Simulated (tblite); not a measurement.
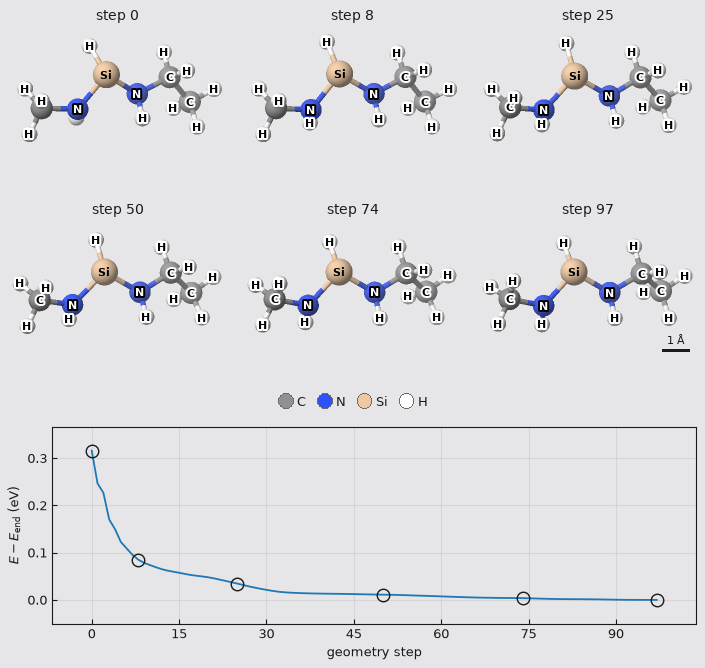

Frames of a relaxation of C3H11N2Si (multiplicity 2), marked on the history of the run. A ball-and-stick model, seen at a tilt.

Computed with GFN2-xTB geometry optimisation, gas phase (tblite 0.8.0). 

Question: Describe the path.

Answer: The largest move after the best rigid fit is that of an H atom, 0.57 Å. Largest moves by element: H 0.57 Å, Si 0.28 Å, N 0.20 Å, C 0.20 Å. Near-neighbour distances that change, for instance: N–Si 1.690 → 1.721 Å, C–N 1.457 → 1.439 Å, H–N 1.030 → 1.013 Å, C–H 1.111 → 1.102 Å. Bond angles that change, for instance: Si–N–H 104.9° → 117.2°, Si–N–H 107.0° → 118.0°, N–Si–H 107.2° → 116.8°. The energy falls by 0.316 eV in 97 geometry steps. From step 0 to 8: an H atom moves most (0.20 Å), energy −0.231 eV. From step 8 to 25: an H atom moves most (0.20 Å), energy −0.051 eV. From step 25 to 50: an H atom moves most (0.17 Å), energy −0.023 eV. From step 50 to 74: an H atom moves most (0.18 Å), energy −0.007 eV. From step 74 to 97: an H atom moves most (0.17 Å), energy −0.004 eV.
